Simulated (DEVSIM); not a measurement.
Device: Si n-i-p diode, at 300 K.

```csv
layer (left to right),material,thickness (μm),Nd (cm⁻³),Na (cm⁻³),τn (s),τp (s)
1,Si,1.10,1.2e19,-,0.00014,0.00014
2,Si,3.40,-,8.1e14,0.00014,0.00014
3,Si,1.40,-,1e19,0.00014,0.00014
```

Left contact: ohmic. Right contact: ohmic. Voltage is applied to the left contact. Recombination: SRH at mid-gap. Mobility is constant in doping.

The device is made up for the run: typed textbook-type constants, with dimensions and the other settings drawn at random. Values at 300 K.

| parameter | Si |
|---|---|
| gap (eV) | 1.124 |
| affinity (eV) | 4.05 |
| permittivity | 11.7 |
| Nc (cm⁻³) | 2.86e19 |
| Nv (cm⁻³) | 3.1e19 |
| μn (cm²/Vs) | 1417 |
| μp (cm²/Vs) | 470 |

Simulated with DEVSIM: 1D drift-diffusion, Boltzmann statistics, complete ionisation; no tunnelling, impact ionisation, image-force lowering or self-heating.

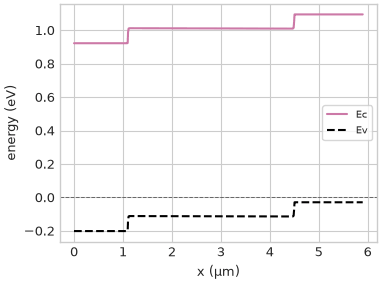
Figure. Band edges at -0.9 V on the left contact

Energies count from the Fermi level of the right contact; mesh points crowd at the junctions.

| x (μm) | Ec (eV) | Ev (eV) | n (cm⁻³) | p (cm⁻³) | field (V/cm) |
|---|---|---|---|---|---|
| 0.000 | 0.922 | -0.202 | 1.2e19 | < 1e2 | ≈ 0 |
| 0.03897 | 0.922 | -0.202 | 1.2e19 | 4.1e14 | ≈ 0 |
| 0.1321 | 0.922 | -0.202 | 1.2e19 | 1.4e15 | ≈ 0 |
| 0.3758 | 0.922 | -0.202 | 1.2e19 | 3.9e15 | ≈ 0 |
| 0.8813 | 0.922 | -0.202 | 1.2e19 | 9.3e15 | ≈ 0 |
| 1.030 | 0.922 | -0.202 | 1.2e19 | 1.1e16 | ≈ 0 |
| 1.086 | 0.922 | -0.202 | 1.2e19 | 1.1e16 | ≈ 0 |
| 1.130 | 1.012 | -0.112 | 3.7e17 | 3.7e17 | 210 |
| 1.219 | 1.012 | -0.112 | 3.7e17 | 3.7e17 | ≈ 0 |
| 1.437 | 1.012 | -0.112 | 3.7e17 | 3.7e17 | ≈ 0 |
| 2.023 | 1.012 | -0.112 | 3.7e17 | 3.7e17 | ≈ 0 |
| 3.654 | 1.010 | -0.114 | 3.7e17 | 3.7e17 | ≈ 0 |
| 4.193 | 1.010 | -0.114 | 3.7e17 | 3.7e17 | ≈ 0 |
| 4.393 | 1.010 | -0.114 | 3.7e17 | 3.7e17 | ≈ 0 |
| 4.488 | 1.015 | -0.109 | 3.1e17 | 4.5e17 | 10000 |
| 4.518 | 1.095 | -0.029 | 1.4e16 | 1.0e19 | ≈ 0 |
| 4.582 | 1.095 | -0.029 | 1.3e16 | 1.0e19 | ≈ 0 |
| 4.750 | 1.095 | -0.029 | 1.1e16 | 1.0e19 | ≈ 0 |
| 5.375 | 1.095 | -0.029 | 5.2e15 | 1.0e19 | ≈ 0 |
| 5.711 | 1.095 | -0.029 | 1.9e15 | 1.0e19 | ≈ 0 |
| 5.838 | 1.095 | -0.029 | 6.1e14 | 1.0e19 | ≈ 0 |
| 5.900 | 1.095 | -0.029 | < 1e2 | 1.0e19 | ≈ 0 |
